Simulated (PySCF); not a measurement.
# HNO3 (nitric acid): the cost of one run

The runs use PySCF 2.14.0, with density-fitted response routines of our own; the level of theory stands in each step. All values are computed, except where a source is named. Atoms count from 0, in the outputs and in this text.

### Step 1. The starting structure

5 atoms, charge 0, multiplicity 1; geometry from: GFN2-xTB. The atoms were then displaced at random by about 0.01 Å, so the start is not that level's minimum.

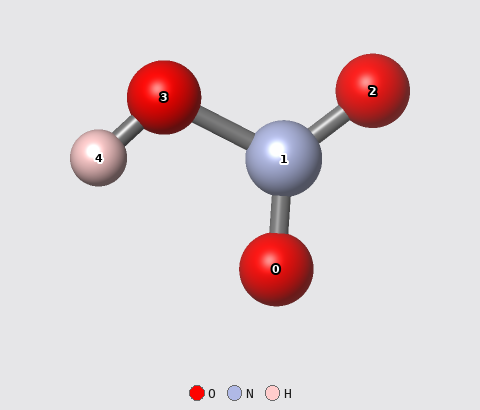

As it starts; oxygen red, nitrogen light blue, hydrogen pink, atoms numbered.

### Step 2. Relaxing the molecule at PBE0-D3(BJ)/def2-SVP

The job: settings as JSON, then the geometry in Å.

```
{"job": {"xc": "PBE0", "basis": "def2-SVP", "d3": "d3bj", "grid": 1, "shake": 0.01, "kind": "geom"}, "charge": 0, "multiplicity": 1}
O     -0.371390     0.911030    -0.795390
N     -0.450030    -0.043960    -0.131090
O     -1.359110    -0.773610     0.071960
O      0.772350    -0.378050     0.514100
H      1.441750     0.250610     0.302530
```

Launch:

```
$ OMP_NUM_THREADS=1 python probes_run.py task.json out
```

This one command runs all jobs of the session in turn.

**Question.** How long does this first job take on 1 thread of Arm Neoverse V1, shared host, and how much memory does it need?

About 9 s, with a peak of 0.28 GiB.
